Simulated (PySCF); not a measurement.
WS (quintet)

```xyz
2

W     0.0000    0.0000   -0.3158
S     0.0000    0.0000    1.8172
```

⟨S²⟩ = 6.10, above the pure value of 6.00; core potentials replace the inner electrons of W.

These are results of PySCF 2.14.0, PBE0/def2-TZVPP, non-relativistic Hamiltonian with scalar-relativistic core potentials where named, at a bond length of 2.133 Å, not measurements.

What can the converged electron density, electron localisation function and spin density tell about the bonding?

W–S (2.13 Å): the density is about 1 e/Å³ at the midpoint; the ELF peaks at about 0.75 in the valence shell of S, 0.9 Å from its nucleus, and is about 0.50 at the midpoint.
The unpaired spin (4 electrons) lies mostly on W1 (about 4.1), in electrons by Hirshfeld's partition, with opposite, polarisation-induced spin on S2.

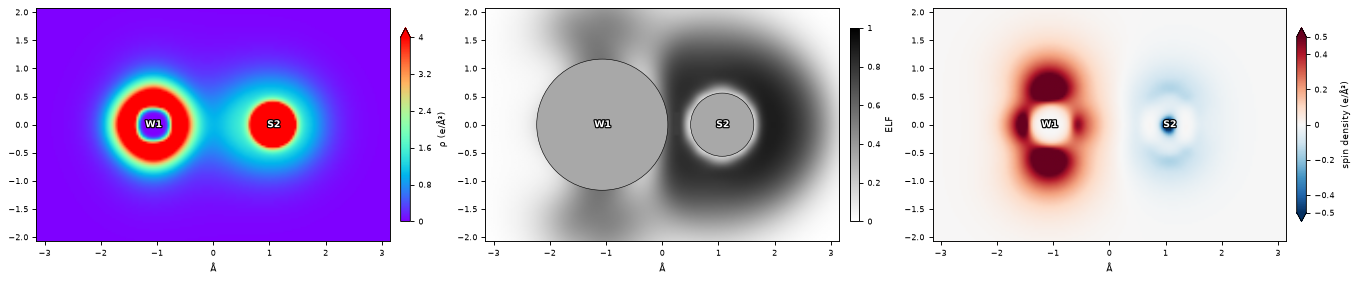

Computed electron density, electron localisation function and spin density on a plane that holds the molecular axis, in this order. Grey discs cover the atomic cores in the ELF map. 
